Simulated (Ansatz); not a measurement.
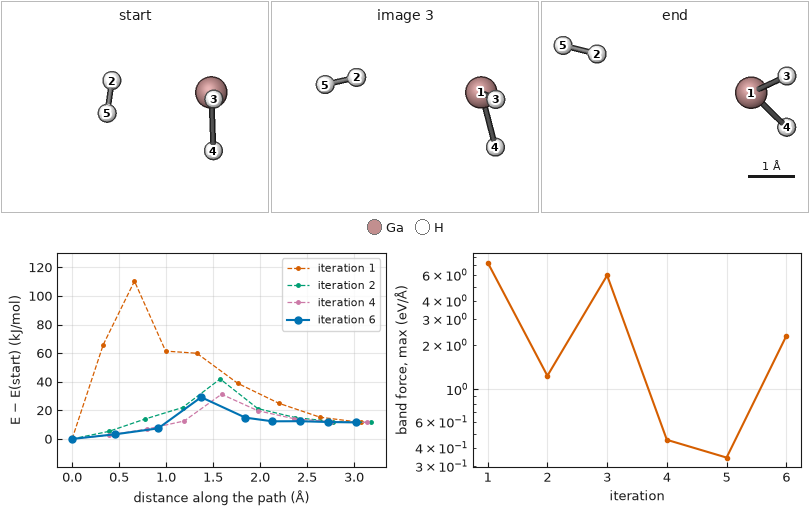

A nudged-elastic-band calculation for GaH₄ (multiplicity 2). Images are numbered from 0 (start) to 8 (end). The plot follows the band through its iterations. Style: ball-and-stick. Shown from a free direction.

Method: Ansatz 0.2.0, UKS PBE/def2-SVP. Settings: 7 movable images; climbing image; force threshold 0.03 eV/Å; iteration limit 6; starting path through a guess of the saddle point.

How did the profile develop, and is the result final?

The result isn't final. The band hadn't converged when the run stopped after 6 iterations. The largest component of the band force went from 7.3 to 2.3 eV/Å. The barrier read from it is provisional: over the last two iterations the highest image moved from 31.2 kJ/mol to 29.2 kJ/mol. The iteration limit was low. The first iteration put the highest image at 110.4 kJ/mol. The highest point, image 3, lies 29.2 kJ/mol above the start and 17.6 kJ/mol above the end; the end is at +11.5 kJ/mol relative to the start.
